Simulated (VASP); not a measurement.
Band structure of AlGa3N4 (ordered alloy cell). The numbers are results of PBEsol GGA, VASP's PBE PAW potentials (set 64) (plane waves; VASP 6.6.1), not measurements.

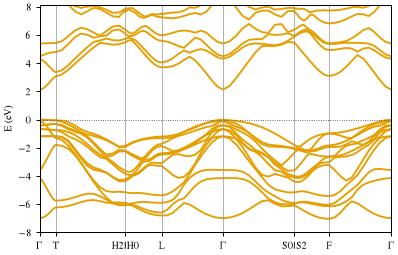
Figure. Bands along high-symmetry lines, zero at the valence-band maximum or, without a gap, the Fermi level

Question: Read the plot: is there a gap, and where are the band edges?

Answer: The gap is direct, 2.13 eV, from the valence maximum at Γ to the conduction minimum at Γ. (Edges off the drawn lines would not show.)

The structure was generated: AlGa3N4 was put into an ordered model structure (R3m), which need not be its known phase. It was relaxed first.
